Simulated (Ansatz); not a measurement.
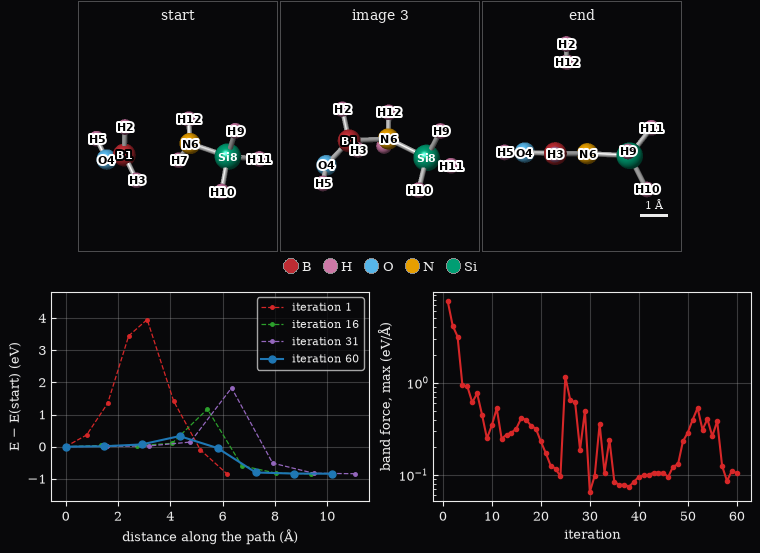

A search for the minimum-energy path of BSiNH8O, made up at the start of BH$_{3}$O and SiNH$_{5}$ by the nudged elastic band. Images are numbered from 0 (start) to 7 (end). The plot follows the band through its iterations. Style: ball-and-stick. Shown from a free direction.

The calculation used RHF/6-31G* (Ansatz 0.2.0). Run with 6 movable images; no climbing image; force threshold 0.05 eV/Å; iteration limit 60; starting path through a guess of the saddle point.

Q: How did the profile develop, and is the result final?

A: The result isn't final. The band hadn't converged when the run stopped after 60 iterations. The largest component of the band force went from 7.7 to 0.1 eV/Å. The barrier read from it is provisional: over the last two iterations the highest image moved from 0.30 eV to 0.33 eV. The first iteration put the highest image at 3.95 eV. The highest point, image 3, lies 0.33 eV above the start and 1.17 eV above the end; the end is at −0.84 eV relative to the start.

Limits of the set-up: the start holds two separate molecules, 2.9 Å apart at their closest, whose relative position is a soft coordinate and is computed without a dispersion correction; Hartree-Fock leaves out electron correlation.

The run took 7 min on 1 thread of Arm Neoverse V2, with other jobs on the host, peak memory 0.15 GiB.
